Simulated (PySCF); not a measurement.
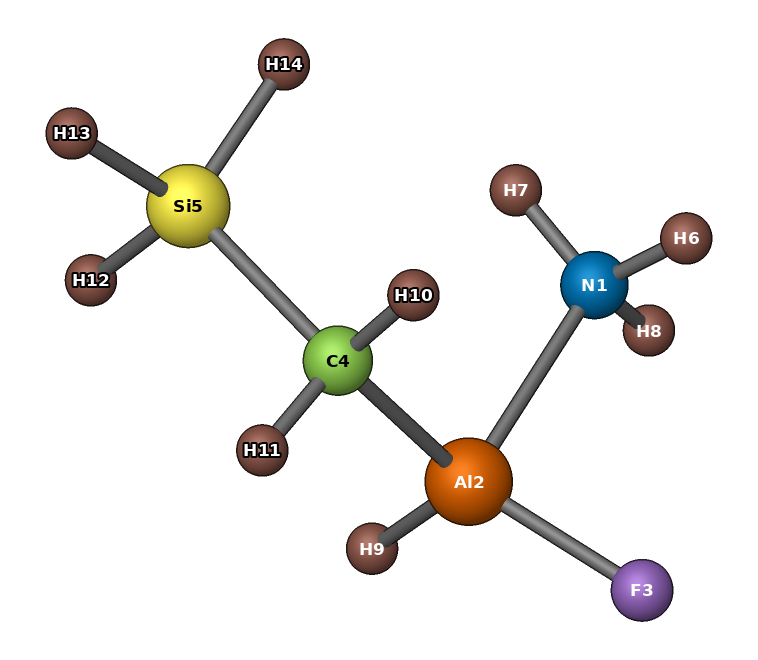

The questions are on isotropic NMR shieldings of the H atoms. The computed structure is the end point of a GFN2-xTB optimisation. No frequency run is at hand to confirm it as a minimum. Method: GIAO PBE0/pcSseg-1 NMR shielding, non-relativistic, gas phase (PySCF 2.14.0).

> Which H atom is the most shielded (lowest chemical shift)?

H10 (32.43 ppm).

> Which H atom is the least shielded (highest chemical shift)?

H13 (27.49 ppm).

> How wide is the range of H shifts?

4.94 ppm.

List the isotropic NMR shieldings of the H atoms.

| atom | σ (ppm) |
| --- | --- |
| H6 | 29.77 |
| H7 | 29.61 |
| H8 | 29.52 |
| H9 | 27.68 |
| H10 | 32.43 |
| H11 | 32.38 |
| H12 | 27.71 |
| H13 | 27.49 |
| H14 | 28.12 |

The geometry is semi-empirical. Around Al, Si such bond lengths and angles can be off by a tenth of an ångström or more and by several degrees, and values that hang on the shape move with them.
